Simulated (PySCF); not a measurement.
SMILES C[O][AlH][O]C, singlet at its PBE0/def2-SVP optimised geometry (Å):

```
12

Al    -0.9845     0.9159     0.0000
H     -1.7229     2.2973     0.0000
O     -1.9244    -0.4879    -0.0003
C     -1.9127    -1.8716    -0.0029
H     -2.5165    -2.2667    -0.8397
H     -0.8956    -2.2973    -0.1002
H     -2.3492    -2.2722     0.9302
O      0.7042     0.9159     0.0000
C      1.8580     0.1526     0.0135
H      1.6606    -0.9309     0.1221
H      2.4338     0.2906    -0.9197
H      2.5165     0.4531     0.8484
```

Calculation: PBE0/def2-TZVP in PySCF 2.14.0.

Map of the electron localisation function on the plane z = 1.5 Å:

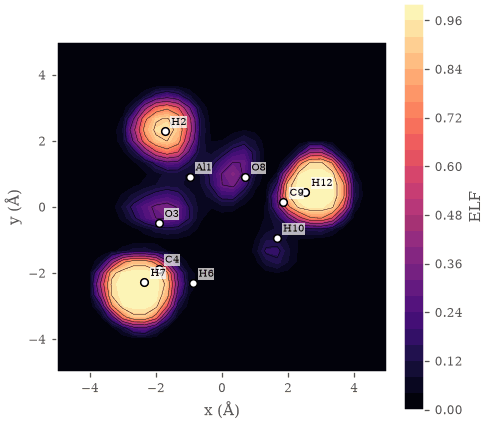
Figure: Electron localisation function on the plane z = 1.5 Å.
